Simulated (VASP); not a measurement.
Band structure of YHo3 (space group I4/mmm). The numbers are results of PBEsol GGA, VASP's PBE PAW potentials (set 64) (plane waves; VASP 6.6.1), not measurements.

The 4f electrons are frozen in the core of the lanthanide potential, so 4f levels, which can set the real gap, and their magnetism are missing.

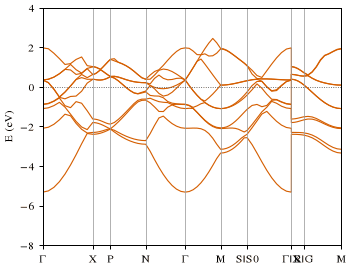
Figure: Bands along high-symmetry lines, zero at the valence-band maximum or, without a gap, the Fermi level

### Question
Read the plot: is there a gap, and where are the band edges?

### Answer
It has no gap at this level: it comes out as a metal or semimetal. (Edges off the drawn lines would not show.)

The structure comes from a computed database's YHo3 entry (I4/mmm); how it stands against other phases isn't given here. It was relaxed first, which changed the volume by -6 %.
